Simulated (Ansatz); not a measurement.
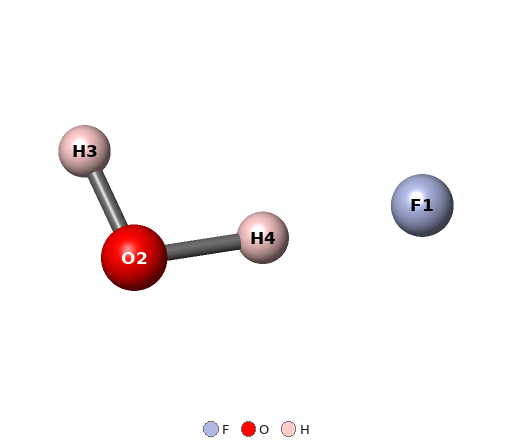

Charge −1, singlet. Harmonic vibrations computed with RKS PBE0-D4/def2-TZVP (Ansatz 0.2.0) at a stationary point of the same level.

**How many imaginary frequencies does it have?**

A minimum: no imaginary frequency, and the lowest mode lies at 423 cm⁻¹.

**List the wavenumbers.**

6 modes: 423, 565, 1190, 1702, 2056, 3889 cm⁻¹.
